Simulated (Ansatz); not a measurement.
## Electronic structure of LaLuAs$_{2}$ in real space

Input file:

```
crystal:
  lattice:
    - [4.2232600509, 0.0, 0.0]
    - [0.0, 4.2232600509, 0.0]
    - [0.0, 0.0, 5.9521047204]
  atoms:
    - { symbol: La, position: [0.0, 0.0, 0.0] }
    - { symbol: As, position: [0.0, 0.0, 0.5] }
    - { symbol: Lu, position: [0.5, 0.5, 0.5] }
    - { symbol: As, position: [0.5, 0.5, 0.0] }
kpoints:
  mp_grid: { grid: [4, 4, 2] }
hamiltonian:
  xc: hse06
scf:
  occupations: { method: fermi_dirac, width: 0.02 }
  n_extra_bands: 5
output:
  forces: true
  stress: true
  eigenvalues: true
  write_density: true
  write_potential: true
  elf: true
  volumetric_format: npy
```

Launched as:

```sh
ansatz run input.yaml --threads 4 --pin off --max-ram 3686MiB --backend cpu --events-out ev --progress --plain --runs-dir out
```

Below, planes, directions and counts refer to the conventional cell (a = 4.22 Å, b = 4.22 Å, c = 5.95 Å, α = 90.00°, β = 90.00°, γ = 90.00°).

Space group P4/mmm; started from the ordered alloy on rocksalt lattice prototype, which need not be the ambient phase.

Level of theory: DFT, HSE06, plane waves, PAW (Ansatz).

In a PAW calculation such maps are meaningful between the atoms, not at the nuclei.

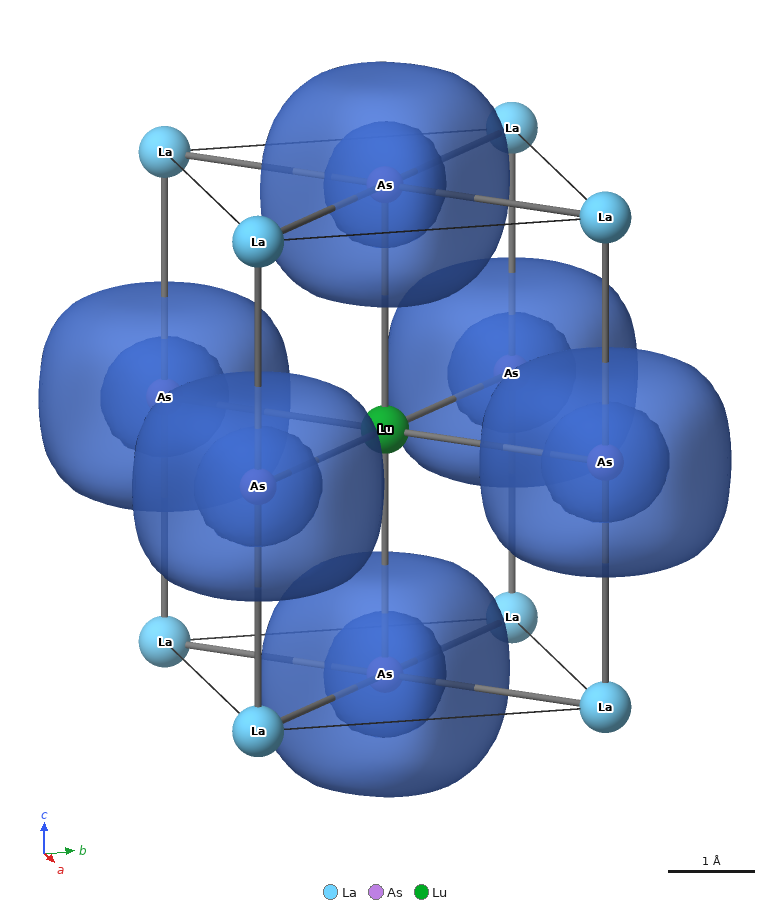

Figure 1. Isosurface of the ELF at 0.6 (blue), seen slightly off an axis. Core shells and regions of very low density are left out. Sticks mark near contacts.

What do the ELF domains correspond to?

The ELF exceeds this value in two regions wrapped around As (the valence shell of each), counted in one cell of 4 atoms. Regions shared between cells count once. Profiles from the grid: La–As (2.98 Å): the ELF is about 0.25 at the midpoint. Lu–As (2.98 Å): the ELF peaks at about 0.70 in the valence shell of As, 1.2 Å from its nucleus, and is about 0.35 at the midpoint.

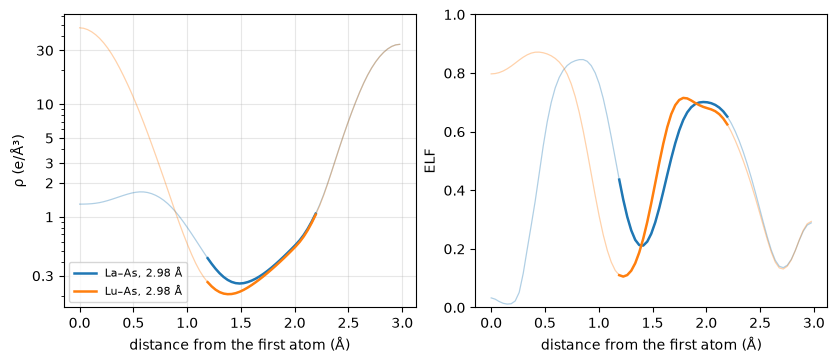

Figure 2. Valence charge density (pseudo) and ELF along straight lines between neighbouring atoms. Thin, pale parts lie inside the atomic spheres.

What can be read from the curves?

La–As (2.98 Å): ρ is about 0.26 e/Å³ halfway; the ELF is about 0.25 at the midpoint.
Lu–As (2.98 Å): ρ is about 0.22 e/Å³ halfway; the ELF peaks at about 0.70 in the valence shell of As, 1.2 Å from its nucleus, and is about 0.35 at the midpoint.
